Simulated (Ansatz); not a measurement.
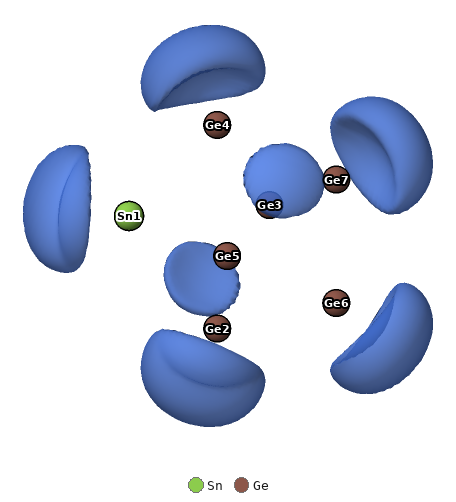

Figure. Ge₆Sn. Isosurface of the ELF at 0.75 (blue), seen at a tilt. Core shells and regions of very low density are left out.

Geometry: PBE-D4/def2-SVP; core potentials replace the inner electrons of Sn.

Computed with Ansatz, RKS PBE0-D4/def2-TZVP.

```xyz
7

Sn    0.7956   -0.4030    2.3224
Ge    1.5314   -1.7036   -0.1384
Ge    1.0153    0.9354   -0.2032
Ge   -1.1244    1.4973    1.3268
Ge   -1.0259   -0.9301    0.1724
Ge    0.2094   -0.6688   -2.1843
Ge   -1.4015    1.2727   -1.2956
```

Identify the bonds, lone pairs and shells in this picture.

Answer. The ELF exceeds this value in six lobes on Ge, pointing away from the bonds (lone pairs) and one lobe on Sn, pointing away from the bonds (lone pairs). Along the contacts the grid gives the following. Ge2···Ge6 (2.65 Å): the ELF peaks at about 0.60 between the atoms. Ge–Ge (2.65 Å): the ELF peaks at about 0.60 between the atoms.
